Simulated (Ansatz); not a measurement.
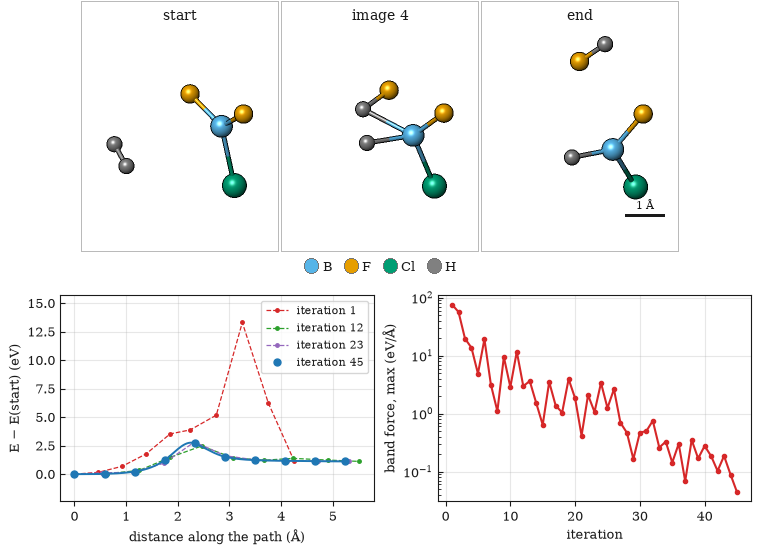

NEB run on BH2ClF2, made up at the start of BClF2 and H$_{2}$. Images are numbered from 0 (start) to 9 (end). The plot follows the band through its iterations. The picture is a ball-and-stick view, seen at a tilt.

These are results of RHF/def2-SVP in Ansatz, not measurements. Set-up: 8 movable images; no climbing image; force threshold 0.05 eV/Å; iteration limit 60; starting path through a guess of the saddle point.

### How did the profile develop, and is the result final?

The run is converged, with reservations. The band converged in 45 iterations. The largest component of the band force went from 76 to 0.044 eV/Å. No image climbed, so the highest image needn't lie on the saddle point, and the true maximum along this path can be higher. The first iteration put the highest image at 13.31 eV. Forward barrier 2.70 eV, backward barrier 1.58 eV, with image 4 at the top; the reaction energy is +1.12 eV.

Limits of the set-up: the start holds two separate molecules, 3.1 Å apart at their closest, whose relative position is a soft coordinate and is computed without a dispersion correction; Hartree-Fock leaves out electron correlation.

Cost: 3.8 min on 1 thread of Arm Neoverse V2, on a shared host, peak memory 0.12 GiB.
